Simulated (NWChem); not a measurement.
# CH7BSi (SMILES [H]B([H])C[SiH3]) at 5 levels

We compute a comparison of 5 runs (HF/STO-3G, HF/3-21G, B3LYP/6-31G*, CCSD(T)/def2-SVP) of CH7BSi. 

Program for the calculation: NWChem 7.3.0.

### 1 The molecule

CH7BSi has 10 atoms, charge 0, and is taken as a singlet. SMILES: `[H]B([H])C[SiH3]`. The shape is that of a GFN2-xTB optimisation.

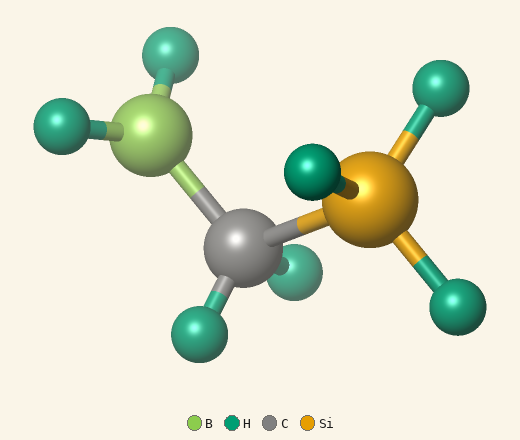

The structure, seen from a chosen angle (boron green, hydrogen teal, carbon grey, silicon amber).

### 2 Energy and forces at HF/STO-3G (run 1)

The input, work.nw:

```
start work
title "BH2(CH2SiH3)"
memory total 2200 mb

geometry units atomic noautosym nocenter noautoz
B    1.36166106   2.27018469  -1.23382108
H    3.56300302   2.28949769  -1.00335009
H    0.25407368   4.18561109  -1.16911686
C   -0.07133716  -0.25479177  -1.51172421
Si  -0.89590026  -1.40667433   1.82332115
H   -1.85616459  -0.10591915  -2.52709295
H    1.03052435  -1.75959958  -2.38417297
H    1.39320059  -1.82963283   3.32028660
H   -2.51806006   0.41696807   3.12838491
H   -2.26100062  -3.80564385   1.55732330
end

basis spherical bse
* library STO-3G
end

scf
thresh 1e-08
maxiter 80
end

task scf gradient
```

The run is started by

```console
$ nwchem work.nw > work.out
```

Standard output:

```text
[...]
  functions       =    26
[...]
  wavefunction    = RHF
[...]
         Total SCF energy =   -351.452964734202
      One-electron energy =   -678.875110087847
      Two-electron energy =    230.280874863589
 Nuclear repulsion energy =     97.141270490056
        Time for solution =      0.7s
[...]
                         RHF ENERGY GRADIENTS
    atom               coordinates                        gradient
                 x          y          z           x          y          z
   1 B       1.361661   2.270185  -1.233821   -0.002942  -0.004784   0.005026
   2 H       3.563003   2.289498  -1.003350    0.006646  -0.001227  -0.000577
   3 H       0.254074   4.185611  -1.169117   -0.004376   0.005100  -0.001131
   4 C      -0.071337  -0.254792  -1.511724    0.008013   0.013037  -0.014023
   5 Si     -0.895900  -1.406674   1.823321    0.004063   0.006663  -0.003384
   6 H      -1.856165  -0.105919  -2.527093   -0.005756  -0.002400  -0.002788
   7 H       1.030524  -1.759600  -2.384173    0.001100  -0.006363  -0.002482
   8 H       1.393201  -1.829633   3.320287    0.018863  -0.004130   0.012461
   9 H      -2.518060   0.416968   3.128385   -0.013946   0.014730   0.010842
  10 H      -2.261001  -3.805644   1.557323   -0.011665  -0.020628  -0.003946
[...]
```

Run time: 1.4 s. Hardware: 1 thread of AMD EPYC 9R45 (Zen 5), shared host; peak memory 0.1 GiB.

### 3 Energy and gradient at HF/3-21G (run 2)

The input, job.nw:

```
start job
title "CH7BSi gradient"
memory 2200 mb
charge 0
geometry noautosym nocenter noautoz
  B     0.720560    1.201330   -0.652910
  H     1.885460    1.211550   -0.530950
  H     0.134450    2.214930   -0.618670
  C    -0.037750   -0.134830   -0.799970
  Si   -0.474090   -0.744380    0.964860
  H    -0.982240   -0.056050   -1.337280
  H     0.545330   -0.931140   -1.261650
  H     0.737250   -0.968200    1.757020
  H    -1.332500    0.220650    1.655470
  H    -1.196470   -2.013860    0.824100
end
basis spherical bse
  * library 3-21G
end
scf
  thresh 1e-08
  maxiter 80
  noprint "final vectors analysis"
end
task scf gradient
```

The run is started by

```console
$ nwchem job.nw > job.out
```

Standard output:

```text
[...]
  functions       =    45
[...]
  wavefunction    = RHF
[...]
         Total SCF energy =   -353.632663304278
      One-electron energy =   -679.430606697044
      Two-electron energy =    228.656665844308
 Nuclear repulsion energy =     97.141277548459
        Time for solution =      0.9s
[...]
                         RHF ENERGY GRADIENTS
    atom               coordinates                        gradient
                 x          y          z           x          y          z
   1 B       1.361661   2.270185  -1.233821    0.001018   0.002361   0.007515
   2 H       3.563003   2.289498  -1.003350   -0.010759  -0.001074  -0.002212
   3 H       0.254074   4.185611  -1.169117    0.004633  -0.009883  -0.001442
   4 C      -0.071337  -0.254792  -1.511724    0.001863   0.004133   0.008097
   5 Si     -0.895900  -1.406674   1.823321    0.003224   0.005865   0.003722
   6 H      -1.856164  -0.105919  -2.527093   -0.000809  -0.001522  -0.001774
   7 H       1.030524  -1.759599  -2.384173   -0.000726  -0.001594  -0.001794
   8 H       1.393200  -1.829633   3.320286   -0.007347   0.000763  -0.005554
   9 H      -2.518060   0.416968   3.128385    0.004742  -0.006168  -0.004971
  10 H      -2.261000  -3.805644   1.557323    0.004161   0.007119  -0.001586
[...]
```

Run time: 1.6 s. Hardware: 1 thread of AMD EPYC 9R45 (Zen 5), shared host; peak memory 0.1 GiB.

Runs 3 to 4 aren't shown in full; the table further down has their settings and results.

### 4 The energy at CCSD(T)/def2-SVP (run 5)

The input, ch7bsi.nw:

```
start ch7bsi
memory 2200 mb

geometry units angstrom noautosym nocenter noautoz
   B        0.720560       1.201330      -0.652910
   H        1.885460       1.211550      -0.530950
   H        0.134450       2.214930      -0.618670
   C       -0.037750      -0.134830      -0.799970
   Si      -0.474090      -0.744380       0.964860
   H       -0.982240      -0.056050      -1.337280
   H        0.545330      -0.931140      -1.261650
   H        0.737250      -0.968200       1.757020
   H       -1.332500       0.220650       1.655470
   H       -1.196470      -2.013860       0.824100
end

basis spherical bse
   * library def2-SVP
end

scf
   thresh 1e-08
   maxiter 80
end

ccsd
   freeze core 7
   maxiter 60
end

task ccsd(t) energy
```

The run is started by

```console
$ nwchem ch7bsi.nw > ch7bsi.out
```

Standard output:

```text
[...]
  functions       =    81
[...]
  wavefunction    = RHF
[...]
         Total SCF energy =   -355.403678889425
      One-electron energy =   -681.659292811223
      Two-electron energy =    229.114336373340
 Nuclear repulsion energy =     97.141277548459
        Time for solution =      4.2s
[...]
 Total MP2 energy:           -355.737922610018302
[...]
             energy      energy      error      ampl     ampl      Block
                                                time     time      time
[...]
 Total CCSD energy:           -355.791120592903837
[...]
 Total CCSD+T(CCSD) energy:           -355.801440261298012
[...]
 Total CCSD(T) energy:                -355.801186672699430
[...]
```

Wall time 44 s (1 thread of AMD EPYC 9R45 (Zen 5), shared host); peak memory 0.19 GiB.

### 5 All runs side by side

| run | level | iteration cap | module | energy (Eh) | dipole moment (D) | HOMO energy (eV) | LUMO energy (eV) | wall time |
| --- | --- | --- | --- | --- | --- | --- | --- | --- |
| 1 | HF/STO-3G | 80 | scf | -351.452965 | 0.68 | -10.19 | 7.08 | 1.4 s |
| 2 | HF/3-21G | 80 | scf | -353.632663 | 0.60 | – | – | 1.6 s |
| 3 | B3LYP/6-31G* (spherical functions) | 100 | dft | -356.641816 | 0.83 | -8.51 | -1.13 | 15 s |
| 4 | B3LYP/6-31G* (Cartesian functions) | 100 | dft | -356.644753 | 0.83 | -8.51 | -1.13 | 16 s |
| 5 | CCSD(T)/def2-SVP | 80 | ccsd(t) | -355.801187 | – | -11.99 | 2.38 | 44 s |

### 6 What came out

| quantity | value |
| --- | --- |
| run 5: total energy | -355.80119 Eh |
| run 5: HOMO energy (Hartree–Fock orbitals) | -11.99 eV |
| run 5: LUMO energy (Hartree–Fock orbitals) | 2.38 eV |
| run 5: HOMO–LUMO gap (Hartree–Fock orbitals) | 14.38 eV |
| run 5: correlation energy (7 core orbitals frozen) | -397.5 mEh |
| run 5: (T) correction | -10.07 mEh |

In words: Over runs 1, 2, 3, 4 the dipole moment (its size) runs from 0.60 D (HF/3-21G) to 0.83 D (B3LYP/6-31G*). The two ends differ in method and basis. Over runs 1, 3, 4 the HOMO–LUMO gap runs from 7.38 eV (B3LYP/6-31G*) to 17.27 eV (HF/STO-3G). In run 1 the basis is minimal, so the values are rough. All runs together took 79 s, the longest 44 s.
